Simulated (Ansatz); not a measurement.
**Profile along the Ta–Ta line in Ta (bcc, W type)**

Ta (bcc, W type), conventional cell a = 3.3197 Å, b = 3.3197 Å, c = 3.3197 Å, α = 90.00°, β = 90.00°, γ = 90.00°. The calculation uses the primitive cell of 1 atom, to which meshes and values per cell refer.

Fields along a shortest Ta–Ta line of a {211} plane (2.87 Å), from Ta to Ta, interpolated on the slice's grid (step about 0.1 Å). Computed with PBE (plane waves to 420 eV, PAW, scalar-relativistic; Ansatz, an electronic-structure program). k mesh 20×20×20. Inside the PAW spheres the values are not all-electron values, and peaks at nuclei hang on which shells count as valence. Spin-orbit coupling is left out, though Ta is heavy. Ta is run without spin polarisation. Ta was relaxed with its symmetry unable to fall. The PAW data are Ansatz's earlier set.

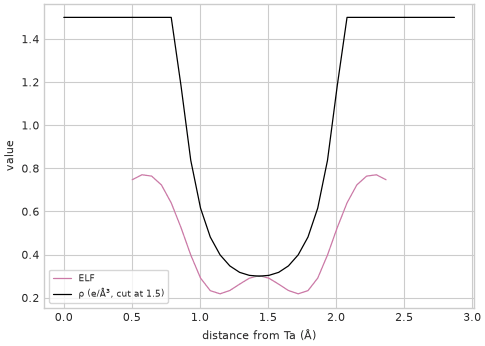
Figure. ELF (away from the nuclei) and valence density from Ta to Ta.

Density on the Ta–Ta line (2.87 Å) at its midpoint: 0.30 e/Å³. ELF at that point: 0.30.
